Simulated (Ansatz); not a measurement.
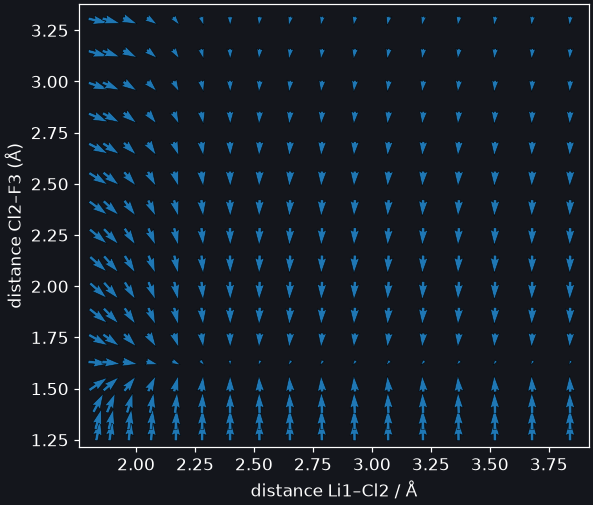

The system Li⁺ + ClF. 
- The first coordinate is: distance Li1–Cl2; the second: distance Cl2–F3.
- Nothing is relaxed (the angle Li1–Cl2–F3 is fixed at 90 degrees).
- Grid: 17 × 17 points.
- Points are written as (first, second).
- The reference is spin-restricted, so regions where a bond is pulled apart into radicals lie too high.
- These are results of RKS PBE0-D4/def2-TZVPD (Ansatz 0.2.0), not measurements.

In the figure: arrows along the force (downhill), their lengths compressed.

**The arrows alone are given. Where is the energy lowest?**

The arrows converge at about (2.415 Å, 1.612 Å) (read from the interpolated surface).

The energy map of the same scan:

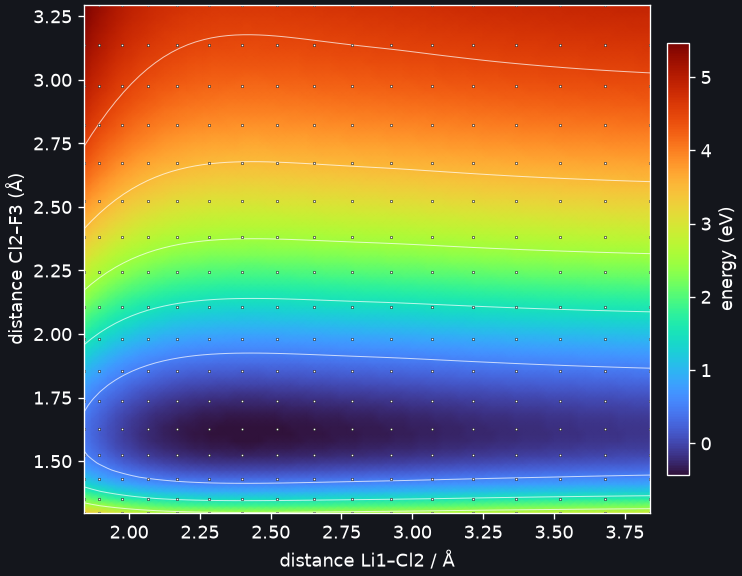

Energies are in eV, from Li with charge +1 far from the relaxed ClF (each part in its own basis); between grid points the surface is interpolated.
